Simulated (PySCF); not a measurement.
```xyz
16

C     2.5736    0.5185    0.4468
C     1.0854    0.5758    0.2530
C     0.4020   -0.5811   -0.0500
C    -0.9769   -0.6676   -0.2553
C    -1.5499   -1.9779   -0.5710
O    -0.9291   -3.0076   -0.6704
C    -1.8106    0.4492   -0.1685
C    -1.3478    1.7093    0.1223
P     0.3090    2.1351    0.4277
H     2.8254   -0.1599    1.2615
H     3.0605    0.1482   -0.4550
H     2.9742    1.5035    0.6787
H     0.9571   -1.5075   -0.1410
H    -2.6485   -1.9601   -0.7208
H    -2.8709    0.3076   -0.3400
H    -2.0610    2.5234    0.1706
```

Geometry: GFN2-xTB.

Method: PySCF 2.14.0, PBE0/pcSseg-1, SCF density, gas phase, non-relativistic.

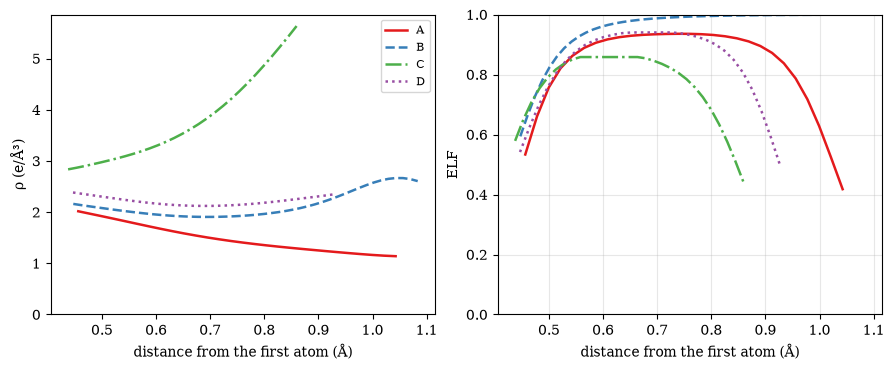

C₇H₇OP. Electron density and electron localisation function along straight lines between neighbouring atoms. The curves leave out the atomic cores.

Which curve belongs to which contact (C–C, C–H, C–O and C–P)? The first atom named is at distance zero.

Curve A: C–P (1.74 Å): ρ at the midpoint is about 1.3 e/Å³; the ELF peaks at about 0.95 between the atoms; localised, covalent bonding. Curve B: C–H (1.08 Å): ρ is about 2 e/Å³ halfway; the ELF climbs to about 1 towards the hydrogen, as it does in any bond to H (an ordinary covalent bond to hydrogen). Curve C: C–O (1.21 Å): ρ is about 3.3 e/Å³ halfway; the ELF peaks at about 0.85 between the atoms; a multiple bond. Curve D: C–C (1.37 Å): ρ is about 2.1 e/Å³ halfway; the ELF peaks at about 0.95 between the atoms (localised, covalent bonding).
